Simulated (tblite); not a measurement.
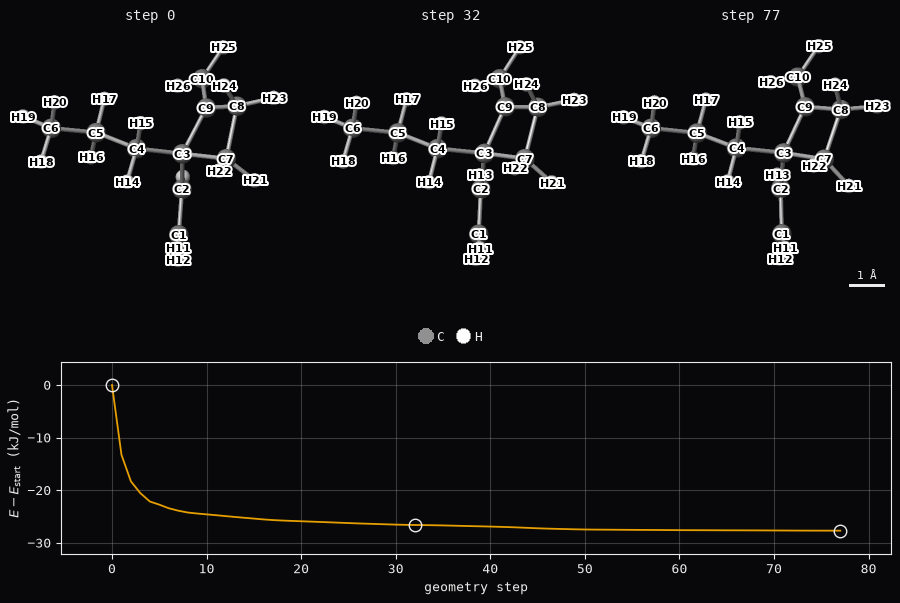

Frames of a relaxation of C10H16, marked on the history of the run. A ball-and-stick model, seen face on.

The calculation used tblite, GFN2-xTB geometry optimisation, gas phase. 

**What happens along the run?**

H23 moves most after the best rigid fit: 0.38 Å. Largest moves by element: H 0.38 Å, C 0.18 Å. Near-neighbour distances that change, for instance: C3–C7 1.581 → 1.552 Å, C3–C9 1.539 → 1.515 Å, C4–C5 1.550 → 1.526 Å, C2–H13 1.102 → 1.082 Å. Among the angles between lasting bonds that change: C7–C3–C9 82.8° → 88.0°, C2–C3–C4 115.4° → 110.4°, C7–C8–C9 84.7° → 88.9°. After 77 geometry steps the energy has fallen by 27.7 kJ/mol. The run took 2.8 s on 1 thread of Intel(R) Xeon(R) Processor @ 2.50GHz (shared host). From step 0 to 32: H21 moves most (0.17 Å), energy −26.6 kJ/mol. From step 32 to 77: H23 moves most (0.27 Å), energy −1.08 kJ/mol.

```tsv
step	E − E(0), kJ/mol
0	0.00
1	-13.26
2	-18.32
3	-20.55
4	-22.14
5	-22.73
6	-23.42
7	-23.88
8	-24.23
9	-24.42
10	-24.58
14	-25.23
17	-25.66
21	-25.95
24	-26.16
28	-26.41
31	-26.57
35	-26.68
38	-26.81
42	-27.01
45	-27.23
49	-27.42
52	-27.49
56	-27.53
59	-27.57
63	-27.59
66	-27.62
70	-27.64
73	-27.66
77	-27.68
```
